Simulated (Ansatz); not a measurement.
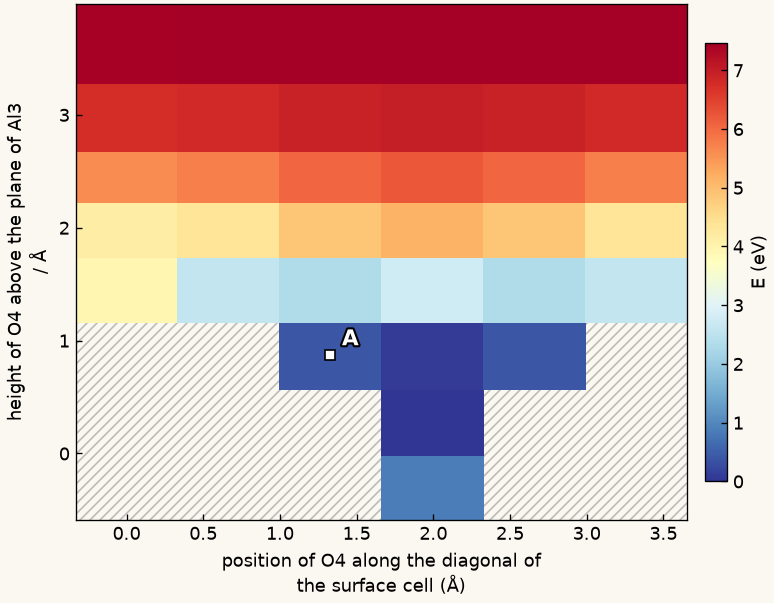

O on an Al(100) slab cut from the Fm-3m phase, its upper half relaxed before the scan (3 atoms of substrate and one adsorbate in a 1 × 1 cell). O is moved along a line over the surface and along the normal, above a rigid substrate. Coordinates scanned: (1) position of O4 along the diagonal of the surface cell, from above Al3; (2) height of O4 above the plane of Al3. The scan uses a 6 × 8 grid; 24 points were computed and 11 follow by symmetry. At 13 points there is no value (left out of the scan, as a rule where atoms come close). Points are written as (first, second). All energies are given in eV relative to the lowest grid point. The runs have no spin polarisation, so an open-shell adsorbate far from the surface lies too high. The calculation used Ansatz 0.2.0, DFT LDA, scalar-relativistic, plane waves, PAW. Settings: cutoff 420 eV, k-mesh 9×9×1, gaussian smearing 0.1 eV, no spin polarisation.

The picture shows one coloured cell a grid point, hatched blanks where no value was computed, the point A.

Which way does the force act at A, and how strong is it?

A, at (1.33 Å, 0.87 Å), is not a stationary point. The computed force is 4.3 eV for each Å towards larger values of the first coordinate and 0.25 eV for each Å towards larger values of the second coordinate.
